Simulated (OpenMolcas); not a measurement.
```
&GATEWAY
Basis set
Yb.ANO-RCC-VDZP.
Yb1 0.0 0.0 0.0 Angstrom
End of basis
Basis set
F.ANO-RCC-VDZP.
L1 1.449149 1.449149 1.449149 Angstrom
L2 1.449149 1.449149 -1.449149 Angstrom
L3 1.449149 -1.449149 1.449149 Angstrom
L4 1.449149 -1.449149 -1.449149 Angstrom
End of basis
Basis set
Sr.EMB-AIMP.Pascual.0s.0s.ECP.SrF2.
PseudoCharge
* 21 symmetry-unique lattice sites within 7.6 angstrom
End of basis
Basis set
F.EMB-AIMP.Pascual.0s.0s.ECP.SrF2.
PseudoCharge
* 40 symmetry-unique lattice sites within 7.6 angstrom
End of basis
Symmetry
XYZ
AngMom=0.0 0.0 0.0
AMFI
RICD
XField
1348 Angstrom 0
* Evjen-weighted lattice charges
&SEWARD
&RASSCF
FileOrb=start.orb
Symmetry=2
Spin=2
nActEl=13 0 0
Inactive=35 32
Ras2=0 7
CIRoot=7 7 1
SDav=7
CIMx=300
Iter=150 100
PrWF=0.3
OrbListing=Nothing
MaxOrb=0
LevShft=1.0
>>> COPY $Project.JobIph JOB001
&RASSI
NrOfJobIphs=1 7
1 2 3 4 5 6 7
IphNames
JOB001
EJob
SpinOrbit
DIPRint=1.0
SOCoupling=1000.0
Subsets=2
Property=9
'ANGMOM' 1 'ANGMOM' 2 'ANGMOM' 3 'MLTPL  1' 1 'MLTPL  1' 2 'MLTPL  1' 3
'AMFI' 1 'AMFI' 2 'AMFI' 3
SOProperty=3
'ANGMOM' 1 'ANGMOM' 2 'ANGMOM' 3
```

Command:
```bash
OMP_NUM_THREADS=1 MOLCAS_MEM=2457 MOLCAS_PROJECT=a pymolcas a.inp > a.log  # once for each step of the input, in one work folder
```

The calculation used state-averaged CASSCF, active space 13 electrons in the shell 4f, basis ANO-RCC-VDZP on all atoms, DKH2 scalar Hamiltonian, spin-orbit coupling by RASSI with atomic mean-field integrals (OpenMolcas). Powder susceptibility by Van Vleck's formula.

Yb³⁺ (4f¹³) as a dopant in SrF₂, a cluster with its 8 nearest F⁻ at 2.510 Å (cube) embedded in model potentials and point charges; the geometry was set, not optimised. The cluster and the levels that result:

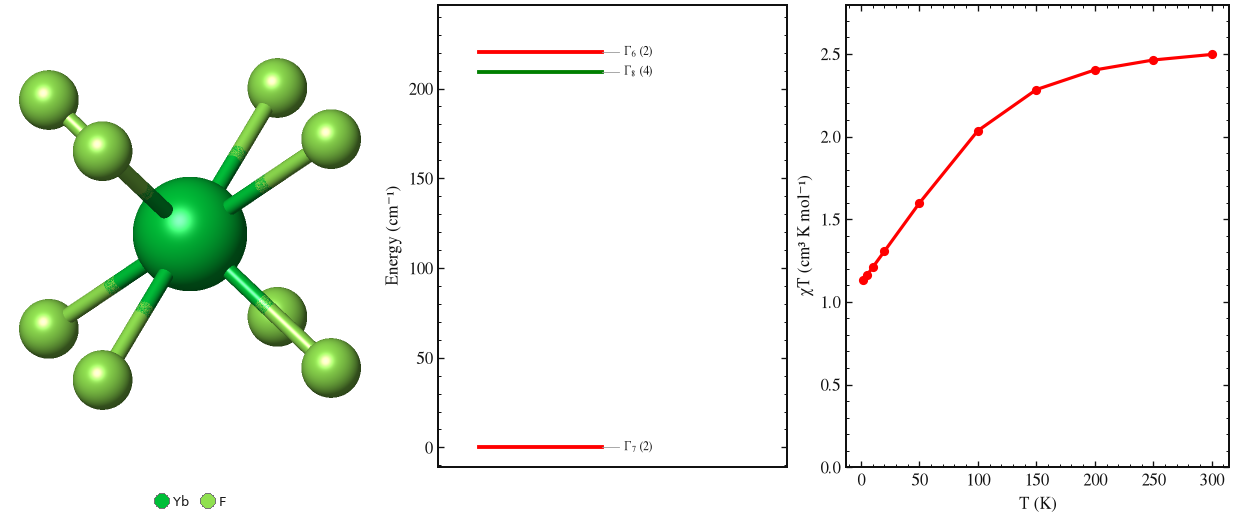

Labels give the representation in O, Td, D4 or D3 as the site allows (double group for half-integer spin) where it could be assigned and, in brackets, the degeneracy; spin-free states, where drawn, share the zero of the spin-orbit levels.

The ground level is Γ₇, a Kramers doublet, 100 % from states of spin multiplicity 2. Its principal g values are 3.44, 3.44 and 3.44, isotropic. The next level lies at 209 cm⁻¹ (Γ₈). The lowest J multiplet spreads over 220 cm⁻¹. χT is 1.13 cm³ K mol⁻¹ at 2 K and 2.50 at 300 K, an effective moment of 4.47 μB. The active orbitals hold 100 % metal character (Löwdin), and the Mulliken charge of the metal is +2.58.

Note: the geometry is set by hand, with no relaxation and no charge compensation.
